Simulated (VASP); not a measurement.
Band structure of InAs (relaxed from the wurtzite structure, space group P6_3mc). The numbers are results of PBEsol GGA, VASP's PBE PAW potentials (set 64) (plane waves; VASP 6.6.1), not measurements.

Unless said otherwise, spin-orbit coupling is left out, though it shifts the bands of the heavy elements here.

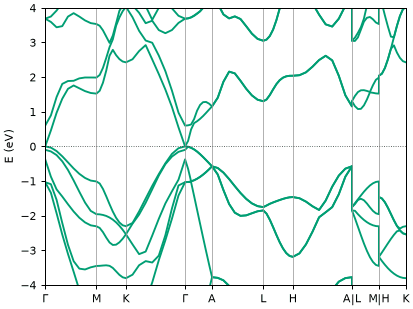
Figure. Bands along high-symmetry lines, zero at the valence-band maximum or, without a gap, the Fermi level

Task: Read the plot: is there a gap, and where are the band edges?

Result: It has no gap at this level: it comes out as a metal or semimetal. (Edges off the drawn lines would not show.)

The structure was generated: InAs was put into the wurtzite type (P6_3mc), which need not be its known phase. It was relaxed first.
